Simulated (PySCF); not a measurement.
# CuO(OH)2: quartet, from a T-shaped (ligand arrangement 1) start

Where does quartet CuO(OH)2 go from a T-shaped (ligand arrangement 1) start, is the end point a minimum, and what are its modes, charges and moments?

Method: PBE0, basis Cu def2-TZVP, O def2-TZVP, H def2-TZVP, no relativity, density fitting; program: PySCF 2.14.0.

## Step 1: Starting geometry

6 atoms, charge 0, spin multiplicity 4.

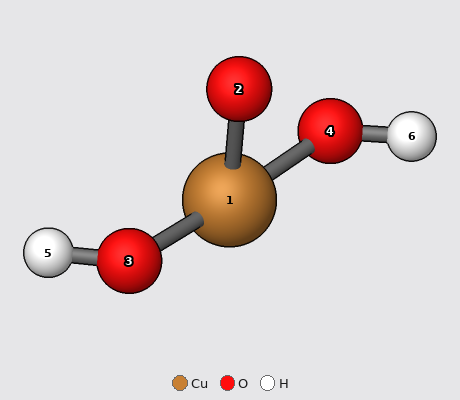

The starting geometry (copper orange, oxygen red, hydrogen white); atoms are numbered from 1 in the order of the file.

Z-matrix (Å, degrees; charge 0 multiplicity 4):
```
Cu
O  1 1.7200
O  1 1.7500 2 88.00
O  1 1.7500 2 88.00 3 180.00
H  3 0.9600 1 130.00 2 90.00
H  4 0.9600 1 130.00 2 90.00
```

## Step 2: First SCF at the start

One driver script runs all steps and calls PySCF; scf.py shows how it sets up the SCF of each step. The optimiser is the driver's own. After this first run the driver tries any further starts and a stability analysis.

scf.py

```python
from pyscf import gto, scf, dft
mol = gto.M(atom='''
Cu     0.000000     0.000000     0.000000
O      0.000000     0.000000     1.720000
O      1.748900     0.000000     0.061100
O     -1.748900     0.000000     0.061100
H      2.365600    -0.735400     0.082600
H     -2.365600     0.735400     0.082600''',
    basis={'Cu': 'def2-TZVP', 'O': 'def2-TZVP', 'H': 'def2-TZVP'},
    charge=0, spin=3)
mf = dft.UKS(mol, xc='PBE0')
mf.grids.atom_grid = (50, 194)
aux = {'Cu': 'def2-universal-JKFIT', 'O': 'def2-universal-JKFIT', 'H': 'def2-universal-JKFIT'}
mf = mf.density_fit(auxbasis=aux)
mf.conv_tol = 1e-08
mf.diis_space = 10
mf.max_cycle = 60
mf.init_guess = 'minao'
mf.verbose = 4
mf.kernel()
```

The run is started by

```bash
> OMP_NUM_THREADS=4 python axn.py task.json out
```

Output:

```text
init E= -1866.54373276058
[... the frontier-level lines of each cycle are left out ...]
cycle= 1 E= -1861.63970347564  delta_E=  4.9  |g|= 4.65  |ddm|= 1.93
cycle= 2 E= -1841.87894086887  delta_E= 19.8  |g|= 9.53  |ddm|= 11.9
cycle= 3 E= -1863.88360934379  delta_E=  -22  |g|= 3.49  |ddm|= 10.6
cycle= 4 E= -1858.5932726077  delta_E= 5.29  |g|= 2.96  |ddm|=  3.9
cycle= 5 E= -1865.6989267891  delta_E= -7.11  |g|= 1.51  |ddm|= 3.87
cycle= 6 E= -1865.89189119169  delta_E= -0.193  |g|= 1.77  |ddm|= 1.27
cycle= 7 E= -1866.71084865094  delta_E= -0.819  |g|= 0.58  |ddm|= 0.54
cycle= 8 E= -1866.81989551245  delta_E= -0.109  |g|= 0.201  |ddm|= 0.444
cycle= 9 E= -1866.81020865555  delta_E= 0.00969  |g|= 0.263  |ddm|= 0.17
cycle= 10 E= -1866.81158786529  delta_E= -0.00138  |g|= 0.258  |ddm|= 0.0153
cycle= 11 E= -1866.80849503349  delta_E= 0.00309  |g|= 0.27  |ddm|= 0.0389
cycle= 12 E= -1866.82431479528  delta_E= -0.0158  |g|= 0.215  |ddm|= 0.205
cycle= 13 E= -1866.83171212528  delta_E= -0.0074  |g|= 0.187  |ddm|= 0.118
cycle= 14 E= -1866.83358833527  delta_E= -0.00188  |g|= 0.175  |ddm|= 0.0469
cycle= 15 E= -1866.84164837204  delta_E= -0.00806  |g|= 0.102  |ddm|= 0.062
cycle= 16 E= -1866.8455393633  delta_E= -0.00389  |g|= 0.0181  |ddm|= 0.112
cycle= 17 E= -1866.84580455572  delta_E= -0.000265  |g|= 0.00447  |ddm|= 0.0298
cycle= 18 E= -1866.8458456234  delta_E= -4.11e-05  |g|= 0.00811  |ddm|= 0.0138
cycle= 19 E= -1866.84593398201  delta_E= -8.84e-05  |g|= 0.00466  |ddm|= 0.0218
cycle= 20 E= -1866.84598370664  delta_E= -4.97e-05  |g|= 0.00198  |ddm|= 0.0209
cycle= 21 E= -1866.84600313155  delta_E= -1.94e-05  |g|= 0.00119  |ddm|= 0.0107
cycle= 22 E= -1866.84602631855  delta_E= -2.32e-05  |g|= 0.000894  |ddm|= 0.0167
cycle= 23 E= -1866.84603343401  delta_E= -7.12e-06  |g|= 0.000888  |ddm|= 0.00843
cycle= 24 E= -1866.84603813435  delta_E= -4.7e-06  |g|= 0.000569  |ddm|= 0.0103
cycle= 25 E= -1866.84603876949  delta_E= -6.35e-07  |g|= 0.000134  |ddm|= 0.00315
cycle= 26 E= -1866.84603886089  delta_E= -9.14e-08  |g|= 0.000189  |ddm|= 0.00154
cycle= 27 E= -1866.84603887955  delta_E= -1.87e-08  |g|= 5.52e-05  |ddm|= 0.000219
cycle= 28 E= -1866.84603888346  delta_E= -3.9e-09  |g|= 1.54e-05  |ddm|= 0.000208
Extra cycle  E= -1866.84603888288  delta_E= 5.78e-10  |g|= 4.31e-05  |ddm|= 4.11e-05
converged SCF energy = -1866.84603888288  <S^2> = 3.7700898  2S+1 = 4.0100323
```

This step, with its further starts and checks, took 26 s on 4 threads of Intel Xeon 6975P-C (Granite Rapids), shared host.

Energies from each starting density:

```tsv
start	energy (Eh)
the minimal-basis guess	-1866.846039
a thermally smeared density	-1866.846039
a smeared PBE density	-1866.846039
```

The test of internal stability and the other starts found no lower solution of this spin.

## Step 3: T-shaped (ligand arrangement 1) start, quartet: relaxation

The program finds C2 symmetry in the start, which this walk keeps.

Edit scf.py of step 2 so:

```diff
@@ -3,6 +3,6 @@
-Cu     0.000000     0.000000     0.000000
-O      0.000000     0.000000     1.720000
-O      1.748900     0.000000     0.061100
-O     -1.748900     0.000000     0.061100
-H      2.365600    -0.735400     0.082600
-H     -2.365600     0.735400     0.082600''',
+Cu     0.000000     0.000000    -0.262396
+O      0.000000     0.000000     1.457604
+O      1.748900    -0.000000    -0.201296
+O     -1.748900     0.000000    -0.201296
+H      2.365600    -0.735400    -0.179796
+H     -2.365600     0.735400    -0.179796''',
@@ -18 +17,0 @@
-mf.init_guess = 'minao'
```

Steps of the walk (not every step is listed):

```tsv
step	energy (Eh)	change (kJ/mol)	largest symmetric gradient (Eh/bohr)
0	-1866.846039	0.00	0.05249
1	-1866.855470	-24.76	0.02103
2	-1866.859222	-34.61	0.00979
3	-1866.860284	-37.40	0.00530
4	-1866.860615	-38.27	0.00671
5	-1866.860890	-38.99	0.00468
6	-1866.861087	-39.51	0.00342
7	-1866.861436	-40.43	0.00680
8	-1866.861837	-41.48	0.01074
9	-1866.862180	-42.38	0.01535
10	-1866.862647	-43.60	0.01574
12	-1866.864893	-49.50	0.01336
14	-1866.867417	-56.13	0.01003
16	-1866.869571	-61.78	0.00267
18	-1866.869935	-62.74	0.00210
20	-1866.870082	-63.12	0.00345
22	-1866.870625	-64.55	0.00442
24	-1866.871332	-66.41	0.01255
26	-1866.872070	-68.35	0.00391
28	-1866.872657	-69.89	0.00333
30	-1866.873115	-71.09	0.00110
32	-1866.873305	-71.59	0.00676
34	-1866.873418	-71.88	0.00080
36	-1866.873476	-72.04	0.00063
37	-1866.873490	-72.07	0.00045
38	-1866.873505	-72.11	0.00141
39	-1866.873511	-72.13	0.00035
40	-1866.873514	-72.14	0.00027
41	-1866.873515	-72.14	0.00020
```

The walk took 2.9 min.

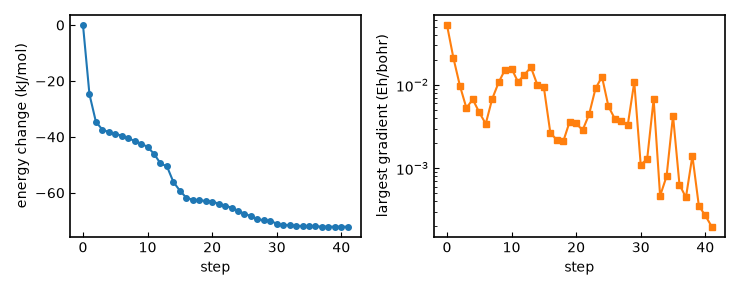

How energy and gradient fall.

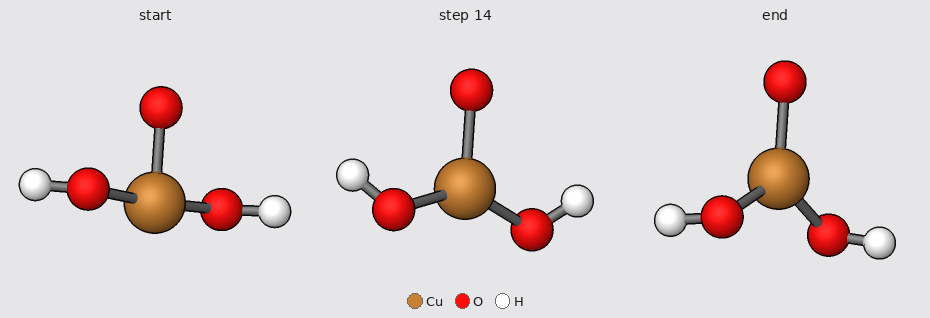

The geometry along the walk, at one scale.

End point (C2, 41 steps, 72.1 kJ/mol gained): Cu–O 1.753 Å, Cu–O 1.774 Å (×2), O–H 0.964 Å (×2); Cu–O–H 113.2° (×2), O–Cu–O 119.0° (×2), O–Cu–O 122.1°.

## Step 4: Frequencies

On the finer grid the gradient is checked again; gradients at displacements of ±0.02 bohr then give force constants and infrared intensities.

Edit scf.py of step 3 so:

```diff
@@ -3,6 +3,6 @@
-Cu     0.000000     0.000000    -0.262396
-O      0.000000     0.000000     1.457604
-O      1.748900    -0.000000    -0.201296
-O     -1.748900     0.000000    -0.201296
-H      2.365600    -0.735400    -0.179796
-H     -2.365600     0.735400    -0.179796''',
+Cu     0.000000     0.000000     0.012639
+O      0.000000     0.000000     1.765915
+O      1.546673     0.142779    -0.843152
+O     -1.546673    -0.142779    -0.843152
+H      2.000083    -0.700653    -0.952999
+H     -2.000083     0.700653    -0.952999''',
@@ -12 +12 @@
-mf.grids.atom_grid = (50, 194)
+mf.grids.atom_grid = (75, 302)
@@ -15 +15 @@
-mf.conv_tol = 1e-08
+mf.conv_tol = 1e-10
```

This SCF starts from the last density.

SCF at the final geometry:

```text
init E= -1866.87338166318
[... the frontier-level lines of each cycle are left out ...]
cycle= 1 E= -1866.87338166315  delta_E= 2.55e-11  |g|= 1.1e-05  |ddm|= 7.06e-06
cycle= 2 E= -1866.87338166281  delta_E= 3.42e-10  |g|= 3.86e-05  |ddm|= 2.07e-05
cycle= 3 E= -1866.87338166318  delta_E= -3.63e-10  |g|= 4.67e-06  |ddm|= 1.51e-05
cycle= 4 E= -1866.87338166319  delta_E= -9.09e-12  |g|= 5.55e-07  |ddm|= 2.42e-06
Extra cycle  E= -1866.87338166318  delta_E= 2.27e-12  |g|= 9.73e-07  |ddm|= 1.33e-06
converged SCF energy = -1866.87338166318  <S^2> = 3.7715603  2S+1 = 4.0107657
```

The whole step took 2.5 min.

Geometry: C2; Cu–O 1.753 Å, Cu–O 1.773 Å (×2), O–H 0.964 Å (×2); Cu–O–H 113.3° (×2), O–Cu–O 118.9° (×2), O–Cu–O 122.3°.

Modes, for the most abundant isotopes:

```json
{"symmetry": "a", "ω (cm⁻¹)": "101", "IR (km/mol)": "129"}
{"symmetry": "b", "ω (cm⁻¹)": "163", "IR (km/mol)": "0.3"}
{"symmetry": "b", "ω (cm⁻¹)": "176", "IR (km/mol)": "12.1"}
{"symmetry": "a", "ω (cm⁻¹)": "190", "IR (km/mol)": "76.5"}
{"symmetry": "b", "ω (cm⁻¹)": "319", "IR (km/mol)": "66.2"}
{"symmetry": "a", "ω (cm⁻¹)": "582", "IR (km/mol)": "0.9"}
{"symmetry": "a", "ω (cm⁻¹)": "605", "IR (km/mol)": "39.6"}
{"symmetry": "b", "ω (cm⁻¹)": "641", "IR (km/mol)": "115"}
{"symmetry": "a", "ω (cm⁻¹)": "751", "IR (km/mol)": "36.7"}
{"symmetry": "b", "ω (cm⁻¹)": "769", "IR (km/mol)": "138"}
{"symmetry": "b", "ω (cm⁻¹)": "3843", "IR (km/mol)": "251"}
{"symmetry": "a", "ω (cm⁻¹)": "3848", "IR (km/mol)": "51.1"}
```

No imaginary mode, so this is a minimum.

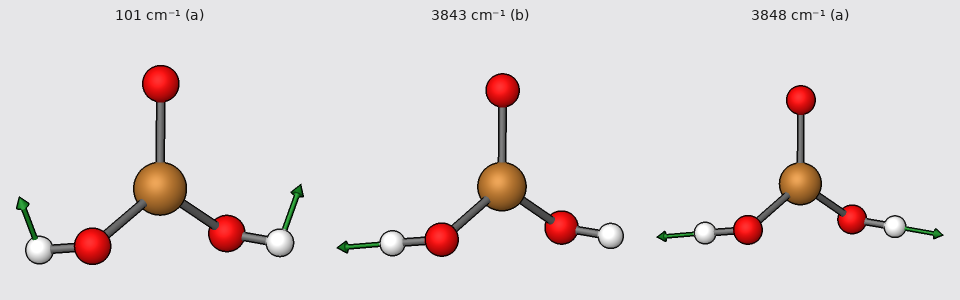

How the atoms move in 3 of the modes.

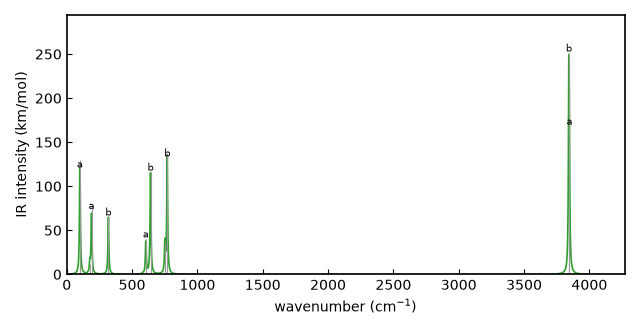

The harmonic infrared spectrum (widths in cm⁻¹). Lines are broadened to a width of 8 cm⁻¹ (Lorentzian).

Properties at this point:

| Item | Value |
| --- | --- |
| Dipole moment | 0.40 D |
| Highest occupied level | -8.12 eV |
| Lowest empty level | -5.05 eV |
| Rotational constants | 0.2221, 0.1955, 0.1058 cm⁻¹ |
| Zero-point energy | 71.7 kJ/mol |
| Principal polarisabilities | 24.1, 62.5, 65.8 bohr³ |
| Atomisation energy without zero-point energy | 1500 kJ/mol |
| Principal traceless quadrupole moments about the centre of mass | -6.94, -6.30, 13.24 D Å |
| Entropy at 298.15 K and 1 bar (electronic part: spin only) | 336.9 J/(mol K) |
| Heat capacity Cp at 298.15 K | 90.5 J/(mol K) |
| Enthalpy at 298.15 K above 0 K | 19.30 kJ/mol |
| Rotational symmetry number | 2 |
| Spin squared ⟨S²⟩ | 3.772 |

Populations by atom (charges in e):

```csv
atom,Mulliken,Löwdin,polar tensor,spin (Mulliken),Mayer order to Cu1
Cu1,0.73,0.28,1.00,0.70,–
O2,-0.23,-0.08,-0.31,1.47,0.99
"O3,4",-0.58,-0.27,-0.64,0.42,0.89
"H5,6",0.33,0.17,0.30,-0.01,0.02
```

Outer orbital energies (eV). α occupied: -11.92, -11.44, -11.24, -11.11, -10.26, -9.90, -9.06, -8.97; empty: -0.40, 1.29, 2.68, 2.75. β occupied: -12.10, -11.93, -11.23, -11.04, -9.68, -9.30, -9.14, -8.12; empty: -5.05, -4.79, -4.43, -0.22.

Mulliken populations on Cu1: s 6.51, p 12.43, d 9.33, f 0.00.

## Step 5: Results

| quantity | value |
| --- | --- |
| minimum | quartet, C2 |
| geometry | Cu–O 1.753 Å, Cu–O 1.773 Å (×2), O–H 0.964 Å (×2); Cu–O–H 113.3° (×2), O–Cu–O 118.9° (×2), O–Cu–O 122.3° |
| wavenumbers (cm⁻¹) | 101 (a), 163 (b), 176 (b), 190 (a), 319 (b), 582 (a), 605 (a), 641 (b), 751 (a), 769 (b), 3843 (b), 3848 (a) |
| dipole moment | 0.40 D |
| highest occupied, lowest empty level (either spin) | -8.12, -5.05 eV |
| polar-tensor charge of Cu1 | +1.00 e |
| zero-point energy | 71.7 kJ/mol |
| entropy at 298.15 K | 336.9 J/(mol K) |
| atomisation energy (no zero-point energy) | 1500 kJ/mol |
| ⟨S²⟩ | 3.772 |

What this shows: The molecule stays C2, as typed, and the end point is a minimum. The strongest infrared band lies at 3843 cm⁻¹ (b). Only this shape and spin were tried, so other structures or states may lie lower. One determinant may miss the lowest occupation of an open d or f shell.

The search up to here took 5.9 min.
